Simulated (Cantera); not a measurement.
Charge: 1 mol SiCl4, 67 mol H2, 0.27 mol C3H8, equilibrated at 0.0133 bar.

Method: chemical equilibrium by Gibbs-energy minimisation in Cantera with the NASA 1993 tables (ideal gas, pure condensed phases). Candidate condensed phases: C, C6H6, C7H8, C8H18, Si, SiC; 109 gas species. The tables' values for SiCl, SiCl3 are old estimates; treat these amounts as uncertain. Gases not in the tables: Si2H6 and higher silanes. Equilibrium is a limit: real reactors are often held back by kinetics, nucleation or transport.

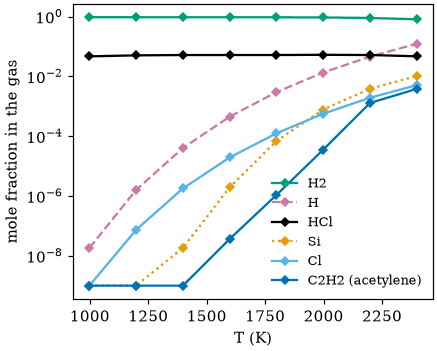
*Equilibrium gas composition (values under 1e-9 drawn at 1e-9)*

Q: Read off the mole fractions at 1198 K.

A: H2 about 0.95, HCl about 0.050, H about 1.6e-6, Cl about 7.4e-8.
